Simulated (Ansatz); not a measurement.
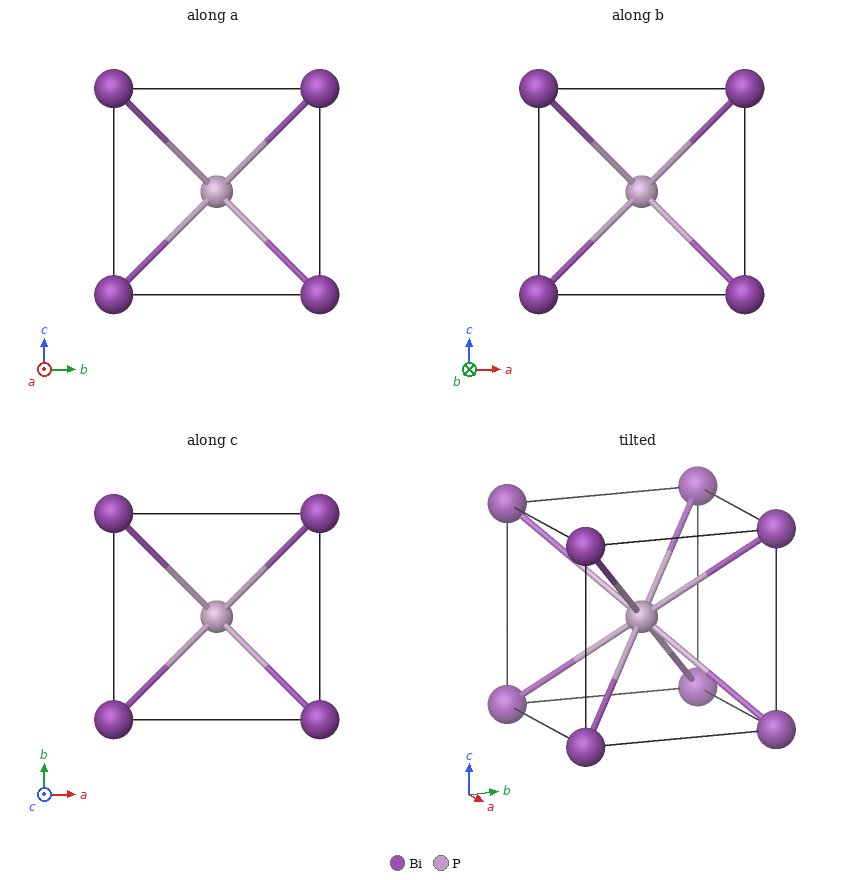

Structure drawing (ball-and-stick), viewed along the a axis, along the b axis, along the c axis and slightly off an axis. The conventional unit cell is outlined; an atom on or near a face, edge or corner is repeated at each equivalent position.

Lattice parameters: a = 3.550 Å, b = 3.550 Å, c = 3.550 Å, α = 90.00°, β = 90.00°, γ = 90.00°.

Question: Convert the drawing into a table of Wyckoff sites.

Answer: Space group Pm-3m (No. 221).
```
atom  site       x       y       z
  Bi    1a  0.0000  0.0000  0.0000
   P    1b  0.5000  0.5000  0.5000
```

The cell started as a structure type filled with these elements by a generator (whether the compound takes this form wasn't checked). The cell was then strained or its atoms displaced on purpose. It was run through Ansatz as a DFT input.
